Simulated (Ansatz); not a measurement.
# One shape, several levels: CH7BGe (SMILES C[BH][GeH3])

We compute a comparison of 3 runs (HF/STO-3G, HF/def2-SVP, BCCD(T)/def2-SVP) of CH7BGe. 

The calculation is run with Ansatz 0.2.0.

69 further runs of the same task are left out: 69 set aside as unsound or not needed.

## Step 1: The system as given

CH7BGe has 10 atoms, charge 0, and is taken as a singlet. SMILES: `C[BH][GeH3]`. The C1–H4 distance was set to 1.639 Å, away from the relaxed value. At this shape a bond of the SMILES string is far longer than usual.

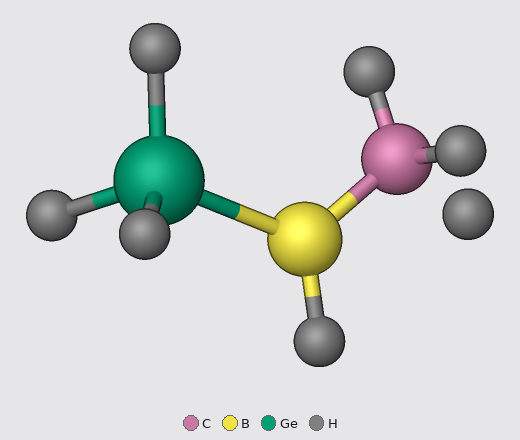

Viewed from a chosen angle; carbon pink, boron yellow, germanium teal, hydrogen grey.

## Step 2: The energy at HF/STO-3G (run 1)

Input file molecule.yaml:

```yaml
crystal:
  periodic: [false, false, false]
  atoms:
    - {symbol: C, position_ang: [-0.830671, 0.897747, -0.191072]}
    - {symbol: B, position_ang: [0.366729, -0.073253, -0.331072]}
    - {symbol: Ge, position_ang: [1.491929, -0.734853, 1.270228]}
    - {symbol: H, position_ang: [-1.972600, 0.748500, -1.357000]}
    - {symbol: H, position_ang: [-0.366671, 1.887047, -0.360972]}
    - {symbol: H, position_ang: [-1.296471, 0.948447, 0.794428]}
    - {symbol: H, position_ang: [0.706629, -0.431953, -1.424372]}
    - {symbol: H, position_ang: [1.299029, -2.257653, 1.436928]}
    - {symbol: H, position_ang: [1.109829, -0.079153, 2.612628]}
    - {symbol: H, position_ang: [3.001129, -0.508553, 1.050728]}
basis:
  gaussian:
    orbitals: STO-3G
hamiltonian:
  xc: hf
accuracy: high
output: {orbitals: {seedname: orbitals}}
```

Run with:

```
$ ansatz run molecule.yaml --threads 1 --pin off --max-ram 3480MiB --events-out events.jsonl --progress --plain --runs-dir runs
```

What it wrote:

```text
Warning: RAYON_NUM_THREADS=1 ignored (pool sized by the plan → 1); use --threads N
Functional definition: HF
  name "HF"
  exchange = exact_x
  correlation = 0
591 factors; integrals over basis functions are off by at most 6.0e-9 eV
mean field evaluation 1: about -57618.3648 eV, gradient 1.5e1 eV
mean field evaluation 2: about -57618.4151 eV, gradient 1.4e1 eV
mean field evaluation 4: about -57619.5103 eV, gradient 1.1e0 eV
mean field evaluation 8: about -57619.5163 eV, gradient 2.6e-5 eV
mean field -57619.51629627 eV, -2117.4781679771 hartree, gradient 1.5e-8 eV, S^2 0.000000; 0 other end points of the search recorded, 0 dependent functions left out
reference -57619.51629627 eV, -2117.4781679771 hartree; 25, 25 occupied and 10, 10 virtual orbitals, 591 factors
Total energy: -57619.51629627 eV, -2117.4781679771 hartree
```

Run time: 0.32 s. Hardware: 1 thread of Arm Neoverse V2, shared host.

## Step 3: A single-point energy at HF/def2-SVP (run 2)

molecule.yaml, as its differences from that of step 2:

```diff
@@ -15,3 +15,3 @@
   gaussian:
-    orbitals: STO-3G
+    orbitals: def2-SVP
 hamiltonian:
```

Run with:

```
$ ansatz run molecule.yaml --threads 1 --pin off --max-ram 3480MiB --events-out events.jsonl --progress --plain --runs-dir runs
```

What it wrote:

```text
Warning: RAYON_NUM_THREADS=1 ignored (pool sized by the plan → 1); use --threads N
[... 4 set-up lines as earlier in the session ...]
2176 factors; integrals over basis functions are off by at most 9.1e-9 eV
mean field evaluation 1: about -58273.2291 eV, gradient 2.2e1 eV
mean field evaluation 2: about -58273.2746 eV, gradient 2.2e1 eV
mean field evaluation 4: about -58275.1673 eV, gradient 2.8e0 eV
mean field evaluation 8: about -58275.2067 eV, gradient 1.8e-1 eV
mean field -58275.20686602 eV, -2141.5743519724 hartree, gradient 2.5e-8 eV, S^2 0.000000; 0 other end points of the search recorded, 0 dependent functions left out
reference -58275.20686602 eV, -2141.5743519724 hartree; 25, 25 occupied and 70, 70 virtual orbitals, 2176 factors
Total energy: -58275.20686602 eV, -2141.5743519724 hartree
```

Wall time 3.3 s (1 thread of Arm Neoverse V2, shared host); peak memory 0.28 GiB.

## Step 4: A single-point energy at BCCD(T)/def2-SVP (run 3)

Input file run.yaml:

```yaml
basis:
  gaussian:
    orbitals: def2-SVP
crystal:
  periodic: [false, false, false]
  atoms:
    - {symbol: C, position_ang: [-0.830671, 0.897747, -0.191072]}
    - {symbol: B, position_ang: [0.366729, -0.073253, -0.331072]}
    - {symbol: Ge, position_ang: [1.491929, -0.734853, 1.270228]}
    - {symbol: H, position_ang: [-1.972600, 0.748500, -1.357000]}
    - {symbol: H, position_ang: [-0.366671, 1.887047, -0.360972]}
    - {symbol: H, position_ang: [-1.296471, 0.948447, 0.794428]}
    - {symbol: H, position_ang: [0.706629, -0.431953, -1.424372]}
    - {symbol: H, position_ang: [1.299029, -2.257653, 1.436928]}
    - {symbol: H, position_ang: [1.109829, -0.079153, 2.612628]}
    - {symbol: H, position_ang: [3.001129, -0.508553, 1.050728]}
magnetization:
  spin_polarized: false
  initial_magnetization: 0
correlation:
  method: bccd_t
  frozen_orbitals: {B: 1, C: 1, Ge: 9, H: 0}
accuracy: high
scf:
  omitted_lower_state_checks: [cluster_reference, increment]
```

Run with:

```
$ ansatz run run.yaml --threads 1 --pin off --max-ram 3480MiB --events-out events.jsonl --progress --plain --runs-dir runs
```

What it wrote, shortened:

```text
Warning: RAYON_NUM_THREADS=1 ignored (pool sized by the plan → 1); use --threads N
[... 2 set-up lines as earlier in the session ...]
[...]
2176 factors; integrals over basis functions are off by at most 9.1e-9 eV
[...]
mean field -58275.20686602 eV, -2141.5743519724 hartree, gradient 2.5e-8 eV, S^2 0.000000; 0 other end points of the search recorded, 0 dependent functions left out
11 core orbitals not correlated: weight in the atoms' cores, before any rotation towards them, 1.000 or more for the frozen orbitals, at most 0.000 for the correlated occupied ones
reference -58275.20686602 eV, -2141.5743519724 hartree; 14, 14 occupied and 70, 70 virtual orbitals, 2176 factors
second order -12.85740891 eV of doubles, -0.00000000 eV of singles
cycle   1  -13.48630983 eV  change   -6.3e-1 eV  update   9.8e-2
[...]
cycle  22  -14.08866486 eV  change  -4.3e-10 eV  update   2.0e-9
perturbative correction -0.46679935 eV, -0.0171545597 hartree
Total energy: -58289.76233023 eV, -2142.1092554159 hartree
Checks for a lower state left out: cluster_reference, increment
```

It took 35 s on 1 thread of Arm Neoverse V2, shared host; peak memory 0.84 GiB.

## Step 5: The series

| run | level | frozen core orbitals | energy (Eh) | HOMO energy (eV) | LUMO energy (eV) | HOMO–LUMO gap (eV) | wall time |
| --- | --- | --- | --- | --- | --- | --- | --- |
| 1 | HF/STO-3G | – | -2117.478168 | -8.49 | 6.15 | 14.65 | 0.32 s |
| 2 | HF/def2-SVP | – | -2141.574352 | -10.42 | 1.60 | 12.02 | 3.3 s |
| 3 | BCCD(T)/def2-SVP | 11 | -2142.109255 | – | – | – | 35 s |

## Step 6: Outcome

| quantity | value |
| --- | --- |
| run 3: total energy | -2142.10926 Eh |
| run 3: correlation energy (11 core orbitals frozen) | -534.9 mEh |
| run 3: (T) correction | -17.15 mEh |

In run 1 the basis is minimal, so the values are rough. All runs together took 38 s, the longest 35 s.
